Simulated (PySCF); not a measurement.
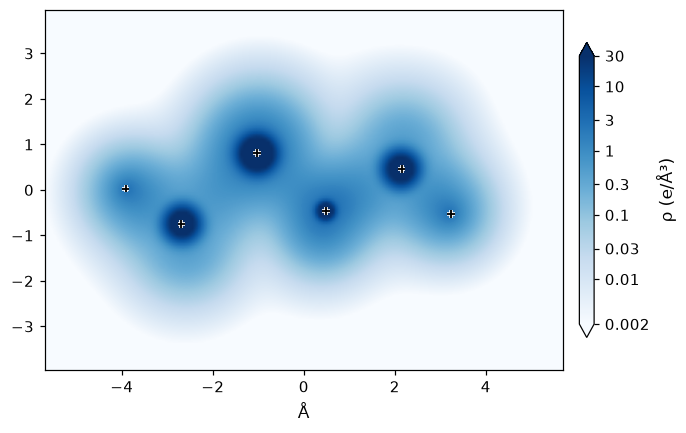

The electron density on a plane through atoms (crosses mark nuclei in the plane).

These are results of CAM-B3LYP/def2-SVPD, SCF density, gas phase in PySCF 2.14.0, not measurements.

Candidates:
A. C₆H₈N₂ (SMILES C#C[C@H](C#N)CCN)
B. C₃H₁₀OSi₂ (SMILES [SiH3][SiH2]C1COC1)
C. C₃H₉NSeSi₂ (SMILES N#CC[SiH2]C[Se][SiH3])

**Which candidate gave the map?**

Candidate C: C₃H₉NSeSi₂ on the plane of atoms Si4, C5 and Se6, which holds Si, C, Se and H. C–Si (1.91 Å): the density is about 0.93 e/Å³ at the midpoint. C–Se (1.98 Å): ρ at the midpoint is about 0.93 e/Å³.
